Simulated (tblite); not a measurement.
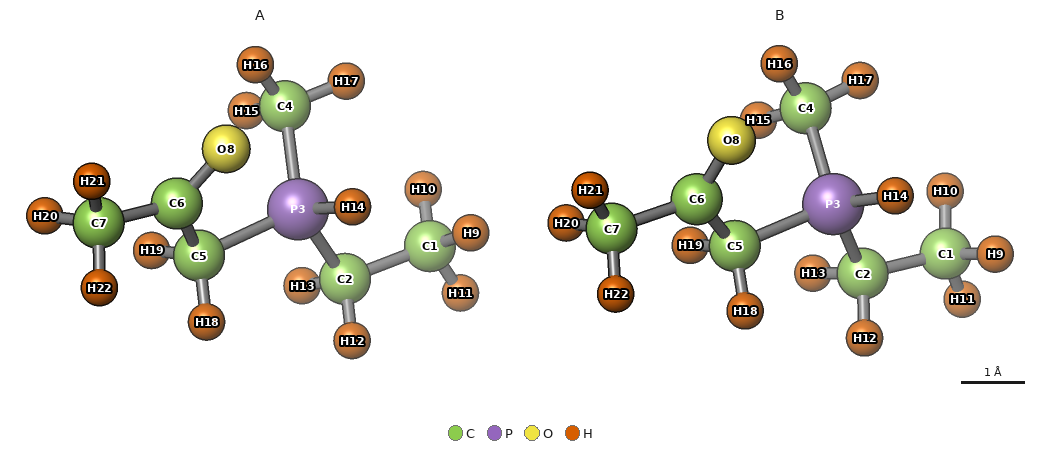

Two geometries of C$_{6}$H$_{14}$OP (charge +1), drawn at one scale. One is the start of a relaxation, the other its converged end. Style: ball-and-stick. Shown from a free direction.

All numbers below come from GFN2-xTB geometry optimisation, gas phase in tblite 0.8.0. 

> Which geometry has the lower energy?

Structure A is the relaxed one. After 113 geometry steps the energy has fallen by 45.0 kJ/mol. The largest move after the best rigid fit is that of O8, 0.47 Å. By element the largest moves are O 0.47 Å, H 0.43 Å, C 0.34 Å, P 0.30 Å. Among the contacts that change: P3–O8 2.976 → 2.544 Å, P3–H14 1.417 → 1.373 Å, P3–C5 1.795 → 1.828 Å, C6–C7 1.509 → 1.480 Å. Bond angles that change, for instance: P3–C5–C6 114.0° → 102.7°, C4–P3–C5 104.2° → 112.6°, C5–C6–O8 123.1° → 115.5°.
